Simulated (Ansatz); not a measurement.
**doublet SiH3O: levels of theory compared**

Wanted: a comparison of 6 runs (U-r2SCAN0/STO-3G, UB2PLYP/STO-3G, UBHLYP/STO-3G, USVWN5/STO-3G, UCCSDT/STO-3G, FCI/STO-3G) of doublet SiH3O. 

The calculation is run with Ansatz 0.2.0.

5 further runs of the same task are left out: 5 that didn't finish.

### Step 1. The structure to begin with

SiH3O has 5 atoms, charge 0, and is taken as a doublet. As SMILES of the parent species, `[O-][SiH3]`. The shape is that of a GFN2-xTB optimisation. That shape belongs to the parent species and isn't relaxed for this state.

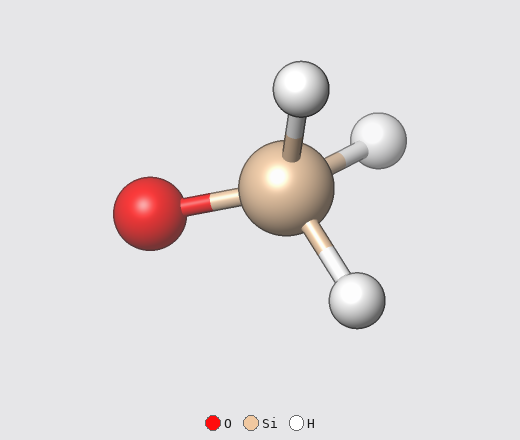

The structure, seen from a chosen angle (oxygen red, silicon light orange, hydrogen white).

### Step 2. The energy at U-r2SCAN0/STO-3G (run 1)

The input, input.yaml:

```yaml
crystal:
  periodic: [false, false, false]
  atoms:
    - symbol: O
      position_ang: [-1.444170, 0.271390, 0.700100]
    - symbol: Si
      position_ang: [-0.082700, 0.015600, 0.039800]
    - symbol: H
      position_ang: [-0.104440, -0.247420, -1.452600]
    - symbol: H
      position_ang: [0.697830, -1.174610, 0.561420]
    - symbol: H
      position_ang: [0.933480, 1.135040, 0.151280]
basis:
  gaussian:
    orbitals: STO-3G
total_charge: 0
magnetization:
  spin_polarized: true
  initial_magnetization: 1
hamiltonian:
  xc: {name: r2SCAN0}
accuracy: high
```

Started as:

```sh
$ ansatz run input.yaml --threads 1 --pin off --max-ram 2610MiB --events-out events.jsonl --progress --plain --runs-dir runs
```

The log of the run:

```text
Warning: RAYON_NUM_THREADS=1 ignored (pool sized by the plan → 1); use --threads N
Functional definition: r2SCAN0
  name "r2SCAN0"
  parameter a = 0.25
  parameter k0 = 0.174
  parameter k1 = 0.065
  parameter a1 = 4.9479
  exchange = (1 - a)*r2scan_x(k0 = k0, k1 = k1, a1 = a1) + a*exact_x
  correlation = r2scan_c
290 factors; integrals over basis functions are off by at most 2.9e-8 eV
mean field evaluation 1: about -9847.1815 eV, gradient 1.6e1 eV
mean field evaluation 2: about -9847.4123 eV, gradient 1.8e1 eV
mean field evaluation 4: about -9849.5073 eV, gradient 8.2e-1 eV
mean field evaluation 8: about -9849.4859 eV, gradient 1.6e-2 eV
mean field evaluation 16: about -9849.4859 eV, gradient 2.1e-4 eV
mean field evaluation 32: about -9849.4860 eV, gradient 4.7e-5 eV
mean field -9849.48597678 eV, -361.9619334255 hartree, gradient 1.4e-8 eV, S^2 0.754672; 2 other end points of the search recorded, 0 dependent functions left out
reference -9849.48597735 eV, -361.9619334462 hartree; 13, 12 occupied and 4, 5 virtual orbitals, 290 factors
Total energy: -9849.48597735 eV, -361.9619334462 hartree
```

It took 31 s on 1 thread of Arm Neoverse V1, shared host; peak memory 0.21 GiB.

### Step 3. A single-point energy at UB2PLYP/STO-3G (run 2)

The input, job.yaml:

```yaml
crystal:
  periodic: [false, false, false]
  atoms:
    - {symbol: O, position_ang: [-1.444170, 0.271390, 0.700100]}
    - {symbol: Si, position_ang: [-0.082700, 0.015600, 0.039800]}
    - {symbol: H, position_ang: [-0.104440, -0.247420, -1.452600]}
    - {symbol: H, position_ang: [0.697830, -1.174610, 0.561420]}
    - {symbol: H, position_ang: [0.933480, 1.135040, 0.151280]}
basis:
  gaussian: {orbitals: STO-3G}
magnetization: {spin_polarized: true, initial_magnetization: 1}
hamiltonian: {xc: {name: B2PLYP}}
correlation: {frozen_orbitals: {H: 0, O: 1, Si: 5}}
accuracy: high
```

Started as:

```sh
$ ansatz run job.yaml --threads 1 --pin off --max-ram 2610MiB --events-out events.jsonl --progress --plain --runs-dir runs
```

The log of the run (excerpt; [...] marks lines left out):

```text
Warning: RAYON_NUM_THREADS=1 ignored (pool sized by the plan → 1); use --threads N
Functional definition: B2PLYP
  name "B2PLYP"
[...]
290 factors; integrals over basis functions are off by at most 2.9e-8 eV
[...]
mean field -9843.48780511 eV, -361.7415046821 hartree, gradient 3.0e-8 eV, S^2 0.754312; 2 other end points of the search recorded, 0 dependent functions left out
6 core orbitals not correlated: weight in the atoms' cores, before any rotation towards them, 1.000 or more for the frozen orbitals, at most 0.000 for the correlated occupied ones
reference -9843.48782011 eV, -361.7415052333 hartree; 7, 6 occupied and 4, 5 virtual orbitals, 290 factors
second order -2.07768165 eV of doubles, -0.00000000 eV of singles
Total energy: -9844.04879415 eV, -361.7621206492 hartree
```

It took 20 s on 1 thread of Arm Neoverse V1, shared host; peak memory 0.13 GiB.

Run 3 isn't shown in full; the table further down has it.

### Step 4. The energy at USVWN5/STO-3G (run 4)

The input, molecule.yaml:

```yaml
basis:
  gaussian:
    orbitals: STO-3G
crystal:
  periodic: [false, false, false]
  atoms:
    - symbol: O
      position_ang: [-1.444170, 0.271390, 0.700100]
    - symbol: Si
      position_ang: [-0.082700, 0.015600, 0.039800]
    - symbol: H
      position_ang: [-0.104440, -0.247420, -1.452600]
    - symbol: H
      position_ang: [0.697830, -1.174610, 0.561420]
    - symbol: H
      position_ang: [0.933480, 1.135040, 0.151280]
magnetization:
  spin_polarized: true
  initial_magnetization: 1
hamiltonian:
  xc: {name: SVWN5}
accuracy: high
```

Started as:

```sh
$ ansatz run molecule.yaml --threads 1 --pin off --max-ram 2610MiB --events-out events.jsonl --progress --plain --runs-dir runs
```

The log of the run:

```text
Warning: RAYON_NUM_THREADS=1 ignored (pool sized by the plan → 1); use --threads N
Functional definition: SVWN5
  name "SVWN5"
  exchange = slater_x
  correlation = vwn5_c
290 factors; integrals over basis functions are off by at most 2.9e-8 eV
mean field evaluation 1: about -9800.5333 eV, gradient 1.5e1 eV
mean field evaluation 2: about -9797.3490 eV, gradient 2.8e1 eV
mean field evaluation 4: about -9802.1157 eV, gradient 4.0e0 eV
mean field evaluation 8: about -9802.2390 eV, gradient 1.5e0 eV
mean field evaluation 16: about -9802.2206 eV, gradient 8.1e-3 eV
mean field evaluation 32: about -9802.2207 eV, gradient 2.6e-3 eV
mean field evaluation 64: about -9802.2207 eV, gradient 7.1e-3 eV
mean field -9802.22095914 eV, -360.2249760645 hartree, gradient 3.4e-8 eV, S^2 0.752183; 6 other end points of the search recorded, 0 dependent functions left out
reference -9802.22096063 eV, -360.2249761192 hartree; 13, 12 occupied and 4, 5 virtual orbitals, 290 factors
Total energy: -9802.22096063 eV, -360.2249761192 hartree
```

Run time: 3.9 s. Hardware: 1 thread of Arm Neoverse V1, shared host; peak memory 0.1 GiB.

Run 5 isn't shown in full; the table further down has it.

### Step 5. The energy at FCI/STO-3G (run 6)

The input, in.yaml:

```yaml
crystal:
  periodic: [false, false, false]
  atoms:
    - {symbol: O, position_ang: [-1.444170, 0.271390, 0.700100]}
    - {symbol: Si, position_ang: [-0.082700, 0.015600, 0.039800]}
    - {symbol: H, position_ang: [-0.104440, -0.247420, -1.452600]}
    - {symbol: H, position_ang: [0.697830, -1.174610, 0.561420]}
    - {symbol: H, position_ang: [0.933480, 1.135040, 0.151280]}
basis:
  gaussian:
    orbitals: STO-3G
accuracy: high
correlation:
  method: fci
  frozen_orbitals: {H: 0, O: 1, Si: 5}
magnetization:
  spin_polarized: true
  initial_magnetization: 1
```

Started as:

```sh
$ ansatz run in.yaml --threads 1 --pin off --max-ram 2610MiB --events-out events.jsonl --progress --plain --runs-dir runs
```

The log of the run (excerpt; [...] marks lines left out):

```text
Warning: RAYON_NUM_THREADS=1 ignored (pool sized by the plan → 1); use --threads N
Functional definition: HF
  name "HF"
[...]
290 factors; integrals over basis functions are off by at most 2.9e-8 eV
[...]
mean field -9826.70550239 eV, -361.1247664328 hartree, gradient 2.2e-8 eV, S^2 0.756043; 8 other end points of the search recorded, 0 dependent functions left out
determinant -9826.70550239 eV, -361.1247664328 hartree, with singles and doubles -9828.89732317 eV, -361.2053143608 hartree
determinant -9826.70548870 eV, -361.1247659293 hartree, with singles and doubles -9828.89736823 eV, -361.2053160166 hartree
determinant -9826.70550239 eV, -361.1247664328 hartree, with singles and doubles -9828.89762285 eV, -361.2053253737 hartree
determinant -9826.70548870 eV, -361.1247659293 hartree, with singles and doubles -9828.89766839 eV, -361.2053270470 hartree
[...]
6 core orbitals not correlated: weight in the atoms' cores, before any rotation towards them, 1.000 or more for the frozen orbitals, at most 0.000 for the correlated occupied ones
reference -9826.66613417 eV, -361.1233196771 hartree; 7, 6 occupied and 4, 5 virtual orbitals, 290 factors
state -9828.95268665 eV, -361.2073489311 hartree
6 core orbitals not correlated: weight in the atoms' cores, before any rotation towards them, 1.000 or more for the frozen orbitals, at most 0.000 for the correlated occupied ones
state -9828.95268978 eV, -361.2073490461 hartree
Total energy: -9828.95268978 eV, -361.2073490461 hartree
```

Run time: 3.9 s. Hardware: 1 thread of Arm Neoverse V1, shared host; peak memory 0.094 GiB.

### Step 6. All runs side by side

```tsv
run	level	frozen core orbitals	energy (Eh)	⟨S²⟩	wall time
1	U-r2SCAN0/STO-3G	–	-361.961933	0.755	31 s
2	UB2PLYP/STO-3G	6	-361.762121	0.754	20 s
3	UBHLYP/STO-3G	–	-361.986102	0.754	22 s
4	USVWN5/STO-3G	–	-360.224976	0.752	3.9 s
5	UCCSDT/STO-3G	6	-361.207323	0.756	2.5 s
6	FCI/STO-3G	6	-361.207349	–	3.9 s
```

### Step 7. What came out

```
                                          quantity          value
                               run 6: total energy  -361.20735 Eh
run 6: correlation energy (6 core orbitals frozen)      -84.0 mEh
```

Against full CI in this basis: UCCSDT +0.0 mEh. Totals of different functionals can't be ranked against each other. In runs 1, 2, 3, 4, 5, 6 the basis is minimal, so the values are rough. All runs together took 84 s, the longest 31 s.
